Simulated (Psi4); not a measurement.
# GeH3O (SMILES [O][GeH3]) at UBHLYP/def2-TZVP

What is the vertical ionisation energy of GeH3O at UBHLYP/def2-TZVP? 

The results are computed with Psi4 1.11.

1 further run of the same task is left out (it didn't finish).

## Step 1: The structure to begin with

GeH3O has 5 atoms, charge 0, and is taken as a doublet. As SMILES, `[O][GeH3]`. The shape is that of a PBE0-D4/def2-TZVP optimisation.

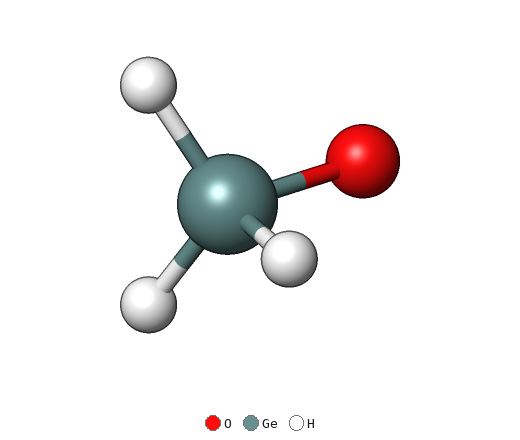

Viewed from a chosen angle; oxygen red, germanium teal, hydrogen white.

## Step 2: The energy at UBHLYP/def2-TZVP

The input, calc.inp:

```
memory 2200 mb

molecule m {
  0 2
  O     -1.443900     0.418600     0.777300
  Ge     0.072300    -0.056300    -0.056900
  H     -0.162200    -0.091200    -1.574700
  H      0.548000    -1.418100     0.471500
  H      1.035700     1.073400     0.341400
  symmetry c1
}

set basis def2-TZVP
set reference uks
set puream true
set e_convergence 1e-09
set d_convergence 1e-08
set scf_type pk
set dft_radial_points 99
set dft_spherical_points 590
set maxiter 100

result, w = energy("bhhlyp", return_wfn=True)
```

Run with:

```
$ psi4 -i calc.inp -o calc.out -n 1
```

calc.out:

```text
[...]
  Running in c1 symmetry.
[...]
  Nuclear repulsion =  113.909881399441815
[...]
  Multiplicity = 2
[...]
  Nalpha       = 22
  Nbeta        = 21
[...]
    Number of basis functions: 97
[...]
   @UKS iter   1: -2152.46806789425000   -2.38539e+00   3.04223e-02 ADIIS/DIIS
[...]
   @UKS iter  20: -2153.93287453437688   -1.28239e-10   8.43761e-09 DIIS
[...]
   @S^2 Observed:                7.548842188E-01
[...]
    Orbital Energies [Eh]
    ---------------------
    Alpha Occupied:
       1A   -401.248223     2A    -50.703774     3A    -45.060226
       4A    -45.059621     5A    -45.059438     6A    -19.730177
       7A     -6.615182     8A     -4.713990     9A     -4.712174
      10A     -4.711587    11A     -1.410225    12A     -1.404961
      13A     -1.403729    14A     -1.401083    15A     -1.400684
      16A     -1.110008    17A     -0.640198    18A     -0.511015
      19A     -0.455283    20A     -0.453189    21A     -0.410337
      22A     -0.386014
    Alpha Virtual:
      23A      0.033209    24A      0.062567    25A      0.088707
[...]
  @UKS Final Energy: -2153.93287453437688
   => Energetics <=
    Nuclear Repulsion Energy =            113.9098813994418151
    One-Electron Energy =               -3227.0714965624511024
    Two-Electron Energy =                1004.5775017701711249
    DFT Exchange-Correlation Energy =     -45.3487611415389722
    Empirical Dispersion Energy =           0.0000000000000000
    VV10 Nonlocal Energy =                  0.0000000000000000
    Total Energy =                      -2153.9328745343768787
[...]
 Multipole Moments:
 ------------------------------------------------------------------------------------
     Multipole            Electronic (a.u.)      Nuclear  (a.u.)        Total (a.u.)
 ------------------------------------------------------------------------------------
 L = 1.  Multiply by 2.5417464519 to convert [e a0] to [Debye]
 Dipole X            :          1.1896957           -0.5033161            0.6863796
 Dipole Y            :         -0.5000189            0.2688943           -0.2311245
 Dipole Z            :         -0.7373455            0.3491948           -0.3881506
 Magnitude           :                                                    0.8217033
[...]
```

It took 20 s on 1 thread of Intel Xeon 6975P-C (Granite Rapids), shared host; peak memory 1.1 GiB.

## Step 3: The singlet cation: energy and forces at BHLYP/def2-TZVP

The input, job.in:

```
memory 2200 MB

molecule {
  1 1
  O     -2.72857555     0.79103936     1.46888412
  Ge     0.13662720    -0.10639158    -0.10752542
  H     -0.30651358    -0.17234302    -2.97575173
  H      1.03556992    -2.67982062     0.89100587
  H      1.95718935     2.02843202     0.64515250
  units bohr
  symmetry c1
}

set basis def2-TZVP
set puream true
set e_convergence 1e-09
set d_convergence 1e-08
set scf_type pk
set dft_radial_points 99
set dft_spherical_points 590

e_tot, wfn = gradient('bhhlyp', return_wfn=True)
oeprop(wfn, 'MULLIKEN_CHARGES', 'WIBERG_LOWDIN_INDICES', 'LOWDIN_CHARGES', title='BHHLYP')
```

Run with:

```
$ psi4 job.in job.out -n 1
```

job.out:

```text
[...]
  Running in c1 symmetry.
[...]
  Nuclear repulsion =  113.909881341768397
[...]
  Multiplicity = 1
[...]
  Nalpha       = 21
  Nbeta        = 21
[...]
    Number of basis functions: 97
[...]
   @RKS iter   1: -2152.03354288955234   -1.95086e+00   3.04286e-02 ADIIS/DIIS
[...]
   @RKS iter  15: -2153.44874431553217   -2.27374e-12   8.69540e-09 DIIS
[...]
  @RKS Final Energy: -2153.44874431553217
   => Energetics <=
    Nuclear Repulsion Energy =            113.9098813417683971
    One-Electron Energy =               -3214.6035374414341277
    Two-Electron Energy =                 992.3846386727423123
    DFT Exchange-Correlation Energy =     -45.1397268886089265
    Empirical Dispersion Energy =           0.0000000000000000
    VV10 Nonlocal Energy =                  0.0000000000000000
    Total Energy =                      -2153.4487443155321671
[...]
 Multipole Moments:
 ------------------------------------------------------------------------------------
     Multipole            Electronic (a.u.)      Nuclear  (a.u.)        Total (a.u.)
 ------------------------------------------------------------------------------------
 L = 1.  Multiply by 2.5417464519 to convert [e a0] to [Debye]
 Dipole X            :          1.0049848           -0.5033161            0.5016686
 Dipole Y            :         -0.1668353            0.2688943            0.1020590
 Dipole Z            :         -0.4567465            0.3491948           -0.1075517
 Magnitude           :                                                    0.5231202
[...]
  -Total Gradient:
     Atom            X                  Y                   Z
    ------   -----------------  -----------------  -----------------
       1       -0.006788132480    -0.005832092614    -0.001437635354
       2       -0.000290884480     0.034869818719     0.022758382911
       3        0.004309277423    -0.010034154527    -0.002293819190
       4        0.001735067242    -0.005220505427    -0.009719116219
       5        0.001036953577    -0.013783242025    -0.009308714353
[...]
  Mulliken Charges: (a.u.)
   Center  Symbol    Alpha    Beta     Spin     Total
       1     O     3.96282  3.96282  0.00000  0.07436
       2    GE    15.83834 15.83834  0.00000  0.32332
       3     H     0.41593  0.41593  0.00000  0.16815
       4     H     0.41588  0.41588  0.00000  0.16825
       5     H     0.36704  0.36704  0.00000  0.26593
   Total alpha = 21.00000, Total beta = 21.00000, Total charge =  1.00000
  Lowdin Charges: (a.u.)
   Center  Symbol    Alpha    Beta     Spin     Total
       1     O     3.88065  3.88065  0.00000  0.23870
[...]
```

Wall time 15 s (1 thread of Intel Xeon 6975P-C (Granite Rapids), shared host); peak memory 1.1 GiB.

## Step 4: Results

Level: UBHLYP/def2-TZVP.

| quantity | value |
| --- | --- |
| doublet GeH3O: total energy | -2153.93287 Eh |
| doublet GeH3O: dipole moment | 2.09 D |
| doublet GeH3O: HOMO energy (highest over α and β) | -9.98 eV |
| doublet GeH3O: LUMO energy (lowest over α and β) | -2.30 eV |
| doublet GeH3O: ⟨S²⟩ | 0.755 |
| singlet cation: total energy | -2153.44874 Eh |
| singlet cation: HOMO energy | -17.61 eV |
| singlet cation: LUMO energy | -13.64 eV |
| singlet cation: HOMO–LUMO gap | 3.97 eV |
| singlet cation: largest force on an atom | 2.141 eV/Å |
| vertical ionisation energy (to the singlet cation) | 13.174 eV |

**Reading.** The vertical ionisation energy comes to 13.17 eV (1271 kJ/mol). Only the singlet of the ionised species was computed; a triplet could lie lower.
